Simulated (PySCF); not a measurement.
C6H8OSi, SMILES c1ccc(c(O)c1)[SiH3] at its GFN2-xTB optimised geometry (Å):

```
16

O     -1.5554    -1.6889    -0.0006
C     -0.9487    -0.4678     0.0000
C     -1.6694     0.7166     0.0005
C     -0.9951     1.9260     0.0004
C      0.3882     1.9482     0.0001
C      1.0954     0.7571     0.0000
C      0.4466    -0.4678     0.0000
Si     1.3065    -2.1429    -0.0009
H     -2.5146    -1.5849    -0.0002
H     -2.7523     0.6929     0.0007
H     -1.5552     2.8496     0.0006
H      0.9137     2.8916    -0.0001
H      2.1758     0.7760    -0.0001
H      2.7523    -1.8944     0.0111
H      0.9365    -2.8798    -1.2099
H      0.9187    -2.8916     1.1951
```

Computed with CAM-B3LYP/def2-TZVP run with PySCF.

Map of the Laplacian of the electron density (e/bohr⁵) on the plane z = 1.5 Å:

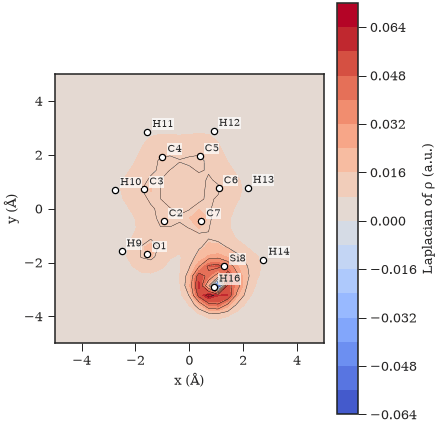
Figure. Laplacian of the electron density (e/bohr⁵) on the plane z = 1.5 Å.
